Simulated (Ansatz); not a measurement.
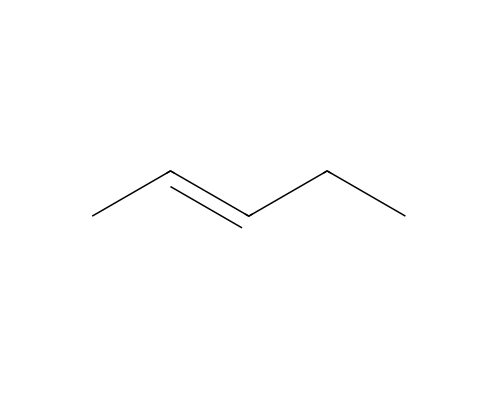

A structural formula.

> Transcribe the drawing into SMILES.

C/C=C/CC

> What is the molecular formula?

C5H10.

> An optimisation with PBE0-D4/def2-TZVP gave a structure of which point group?

Cs. Other conformers may differ.

The parts below concern this one geometry. Atoms keep their numbers from picture to picture. The geometry was computed by an optimisation with PBE0-D4/def2-TZVP.

### Vibrations

Harmonic vibrations computed with RKS PBE0-D4/def2-TZVP (Ansatz 0.2.0) at a stationary point of the same level.

> How many vibrational modes are there, and where do they lie?

39 modes: 137, 203, 206, 230, 299, 366, 586, 714, 832, 872, 962, 1008, 1033, 1066, 1104, 1109, 1154, 1288, 1318, 1336, 1376, 1403, 1411, 1467, 1470, 1484, 1489, 1499, 1759, 3020, 3034, 3041, 3049, 3087, 3120, 3121, 3127, 3131, 3159 cm⁻¹.

### Charges

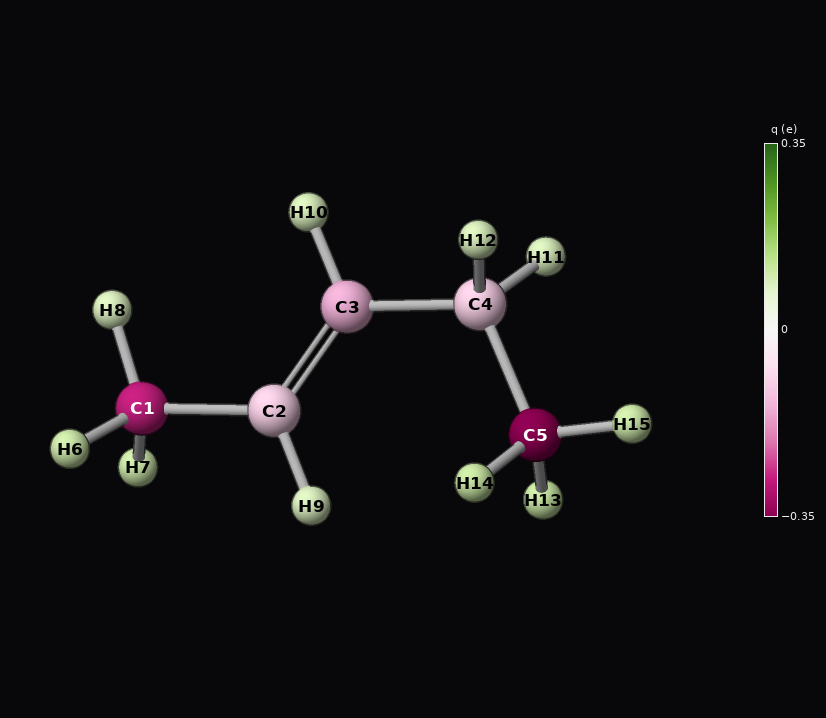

Atoms are coloured by their Mulliken charges. Level of theory: RKS ωB97M-V/def2-TZVPP (Ansatz 0.2.0).

List the Mulliken charges.

```tsv
atom	value (e)
C1	−0.28
C2	−0.09
C3	−0.14
C4	−0.09
C5	−0.35
H6	0.10
H7	0.10
H8	0.08
H9	0.08
H10	0.09
H11	0.09
H12	0.09
H13	0.11
H14	0.11
H15	0.10
```

### Levels of theory compared

Program: Ansatz 0.2.0.

Tabulate HOMO–LUMO gap (eV), HOMO energy (eV) at these levels: B3LYP-D4/def2-TZVPP; BHLYP-D4/def2-TZVPP; CAM-B3LYP-D4/def2-TZVPP; HSE06 (plane-wave form)-D4/def2-TZVPP; PBE0-D4/def2-QZVPP; r2SCAN-D4/def2-TZVPP; r2SCAN0-D4/def2-TZVPP; r2SCANh-D4/def2-TZVPP; revPBE-D4/def2-TZVPP; ωB97M-V/def2-SVP; ωB97M-V/def2-TZVPP; ωB97X-V/def2-TZVPP.

| level | HOMO–LUMO gap (eV) | HOMO energy (eV) |
| --- | --- | --- |
| B3LYP-D4/def2-TZVPP | 7.23 | −6.67 |
| BHLYP-D4/def2-TZVPP | 9.79 | −7.85 |
| CAM-B3LYP-D4/def2-TZVPP | 10.16 | −8.20 |
| HSE06 (plane-wave form)-D4/def2-TZVPP | 6.90 | −6.47 |
| PBE0-D4/def2-QZVPP | 7.62 | −6.88 |
| r2SCAN-D4/def2-TZVPP | 5.96 | −5.94 |
| r2SCAN0-D4/def2-TZVPP | 7.95 | −7.00 |
| r2SCANh-D4/def2-TZVPP | 6.76 | −6.36 |
| revPBE-D4/def2-TZVPP | 5.55 | −5.70 |
| ωB97M-V/def2-SVP | 12.26 | −9.06 |
| ωB97M-V/def2-TZVPP | 11.95 | −9.11 |
| ωB97X-V/def2-TZVPP | 12.25 | −9.20 |

Mulliken values depend strongly on the basis set and can even reverse the polarity of a bond.
